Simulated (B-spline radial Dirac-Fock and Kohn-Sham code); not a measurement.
Ti⁷⁺ ([Ne] 3s2 3p3). Method: independent-particle rates on relativistic LDA orbitals of the hole state (multipoles to L = 3), energies from Dirac–Fock ΔSCF (computed with a radial B-spline solver).

Before looking at the plot, say what to expect. Its caption: X-ray emission lines that fill an L3 (2p3/2) hole, as sticks, on a logarithmic intensity axis. Multiplet splitting by the open shell is left out.

The strongest line is L3-M1 (Ll) at 421.7 eV with 99.9 % of the photons, then L3-M2 at 448.0 eV (0.031 %), L3-M3 at 448.9 eV (0.031 %). The hole has a width of 0.0936 eV and a fluorescence yield of 0.00110.

Here it is:

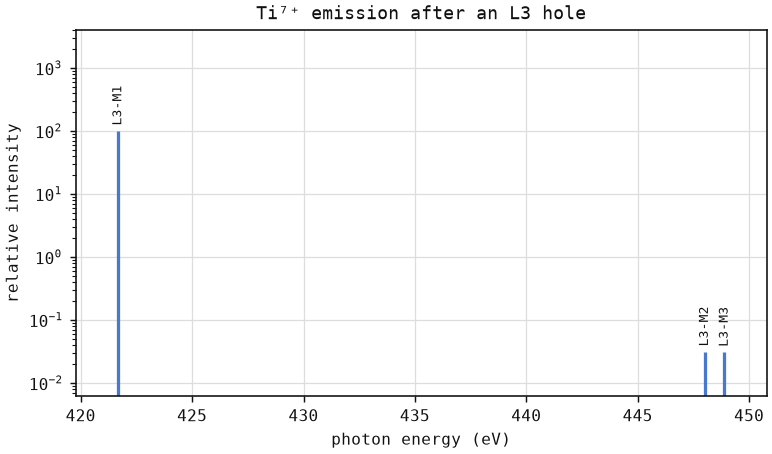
